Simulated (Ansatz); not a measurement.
# H₅NSi···Cl···NH₄: what the fields show

Input file:

```
crystal:
  periodic: [false, false, false]
  atoms:
    - {symbol: Si, position_ang: [-0.979410, 0.535893, -1.204283]}
    - {symbol: Cl, position_ang: [-0.997128, -2.019815, -0.004210]}
    - {symbol: H, position_ang: [0.088135, -0.160522, -1.950437]}
    - {symbol: H, position_ang: [-2.371171, 0.111940, -1.430995]}
    - {symbol: H, position_ang: [-0.901134, 1.958896, -1.688071]}
    - {symbol: H, position_ang: [0.646691, 0.220902, 0.706307]}
    - {symbol: N, position_ang: [-0.520668, 0.820485, 0.523676]}
    - {symbol: H, position_ang: [0.926000, -1.466204, 0.533693]}
    - {symbol: N, position_ang: [1.553272, -0.663874, 0.785539]}
    - {symbol: H, position_ang: [-0.572397, 1.794892, 0.799433]}
    - {symbol: H, position_ang: [-1.119163, 0.244468, 1.112966]}
    - {symbol: H, position_ang: [2.300519, -0.577664, 0.107499]}
    - {symbol: H, position_ang: [1.946454, -0.799298, 1.708881]}
basis:
  gaussian: {orbitals: def2-TZVPP}
hamiltonian: {xc: pbe0, dispersion: d4}
output: {orbitals: {seedname: orbitals}}
```

Run with:

```sh
ansatz run in.yaml --threads 8 --pin off --events-out ev --progress --plain --max-ram 19148MiB
```

A transition-state structure; geometry: PBE0-D4/def2-TZVP.

Method: RKS PBE0-D4/def2-TZVPP in Ansatz 0.2.0.

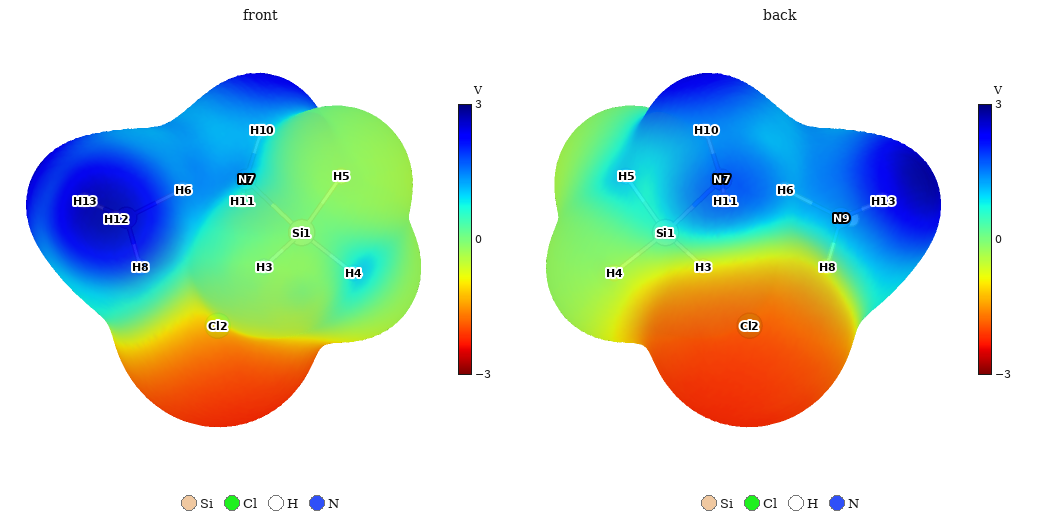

Figure 1. The molecular electrostatic potential painted on the density surface at 0.002 e/bohr³, seen from the front and from behind; red is negative and blue positive.

Question: Where is the surface potential most negative and most positive?

Answer: The most negative region (about −2.2 V) lies over Cl2, the most positive (about +2.8 V) over H12 and H13.

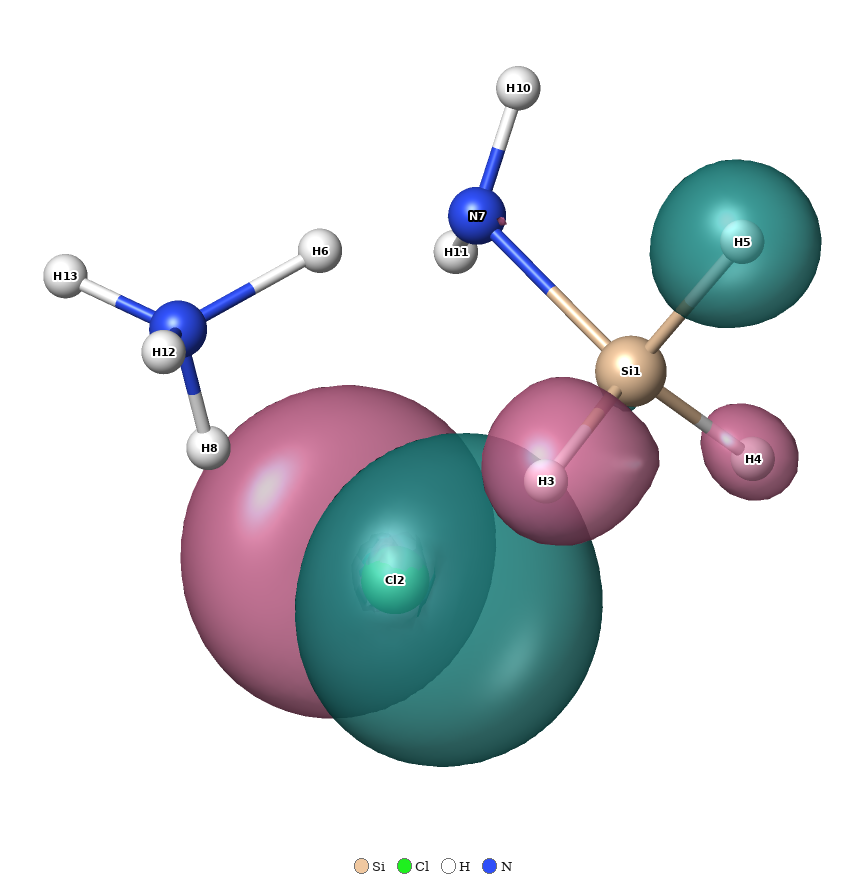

Figure 2. The HOMO at ±0.1 Å⁻³ᐟ² (teal and pink are the two phases), seen across its widest extent.

Question: What is the character of this orbital?

Answer: By Hirshfeld shares it lies mainly on Cl2 (about 85 %); largely a lone pair of Cl2. Its energy is −6.59 eV.

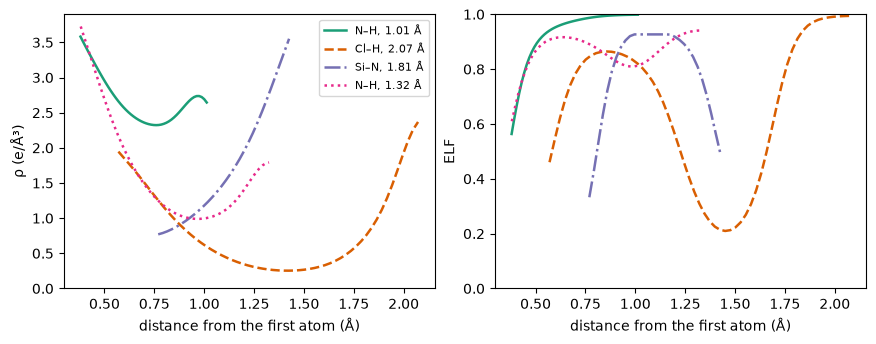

Figure 3. Electron density and ELF along straight lines between neighbouring atoms. The curves leave out the atomic cores.

Question: What can be read from the curves?

Answer: N–H (1.01 Å): ρ at the midpoint is about 2.9 e/Å³; the ELF climbs to about 1 towards the hydrogen, as it does in any bond to H; an ordinary covalent bond to hydrogen.
Cl2···H8 (2.07 Å): the density falls to about 0.25 e/Å³ on the way; the ELF dips to about 0.20 between them; a closed-shell contact with the geometry of a hydrogen bond.
Si–N (1.81 Å): ρ is about 0.96 e/Å³ halfway; the ELF peaks at about 0.95 between the atoms, as expected for a polar covalent bond.
N7···H6 (1.32 Å): the density falls to about 0.99 e/Å³ on the way; the ELF peaks at about 0.90 between the atoms.
